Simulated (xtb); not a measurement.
## Calculation of the molecule and its ions, with input and output: C$_{2}$H$_{4}$S$_{2}$Si

The run: calculation of the molecule and its ions of C$_{2}$H$_{4}$S$_{2}$Si. Method and program: GFN2-xTB, ALPB solvent hexadecane (xtb 6.7.1).

The geometry was optimised with GFN2-xTB.

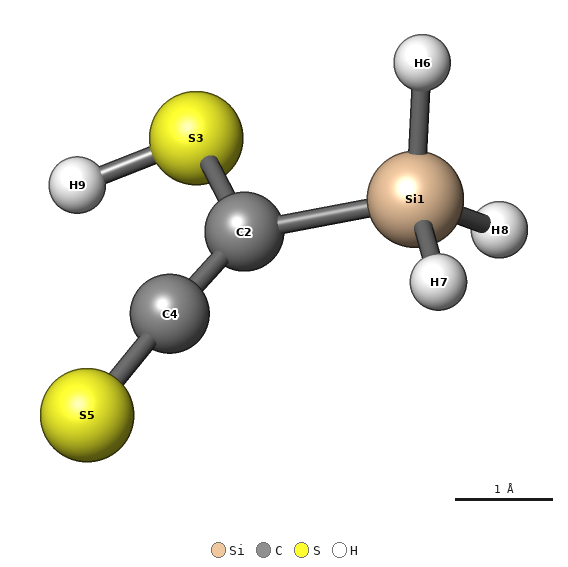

**Figure 1.** The input geometry (ball-and-stick view, seen at a tilt; atoms are numbered from 1 in the order of the input). Bond lengths as drawn: C–C 1.29 Å, C–S 1.56 to 1.79 Å, C–Si 1.90 Å, H–S 1.33 Å and H–Si 1.46 Å.

### Input (mol.json)
```
{"schema_name": "qcschema_molecule", "schema_version": 2, "symbols": ["Si", "C", "S", "C", "S", "H", "H", "H", "H"], "geometry": [-2.56456622, -0.63196221, -0.7541519, 0.75781797, 0.12595025, 0.38036407, 1.27040618, -0.53220357, 3.65584526, 2.48941181, 1.02969287, -1.07933597, 4.44954913, 2.12269156, -3.00173546, -4.29149244, 0.89329244, 0.7721232, -2.65977062, 0.02125942, -3.43040094, -2.96178665, -3.33013207, -0.30781749, 3.67786057, 0.21395479, 3.73260594], "molecular_charge": 0, "molecular_multiplicity": 1}
```

Command:
```bash
xtb mol.json --wbo --alpb hexadecane --gfn 2 --vip | tee out.txt
```

### Output
```
* xtb version 6.7.1
########################################################################
[ERROR] Program stopped due to fatal error
-2- reading geometry input 'mol.json' failed
-1- JSON support not enabled
########################################################################
```

### Standard error
```
ERROR STOP
Error termination. Backtrace:
abnormal termination of xtb
```

### Outcome

- outcome: refused by the program
- hardware: 1 thread of Arm Neoverse V1, 24 GiB of memory available, shared host

### Diagnosis

The program refused the input.
